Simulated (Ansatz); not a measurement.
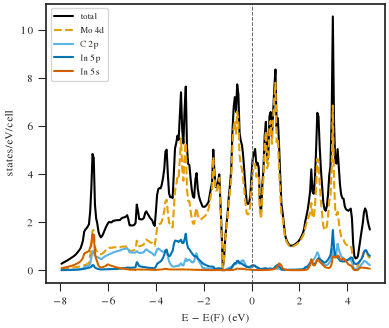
*Total and projected density of states of InMo3C (anti-perovskite, Pm-3m), the program Ansatz at the PBE level (PAW)*

### Question
Which orbitals carry the states next to the Fermi level?

### Answer
Within 0.5 eV of the Fermi level: Mo 4d 86 %. Projections are on Löwdin-orthogonalised atomic valence shells; empty p or d shells of many metals are not among them.

### Question
Where is the tallest occupied peak in this window, and what makes it?

### Answer
Near -0.6 eV, about 7.7 states/eV per cell; the largest projected share is Mo 4d.

The start of the workflow was typed in or built on a structure type; neither database checked (COD, Materials Project) lists it. Its standing as an ambient phase is unchecked. Symmetry was held in the PBE relaxation; whether a distortion lowers the energy is not shown. The run is not spin-polarised. Its formation energy is positive at this level, so the cell may be metastable or incomplete. Scalar-relativistic: spin–orbit coupling is off unless named, which matters more the heavier the elements.

Potentials: the later of the program's two PAW sets.
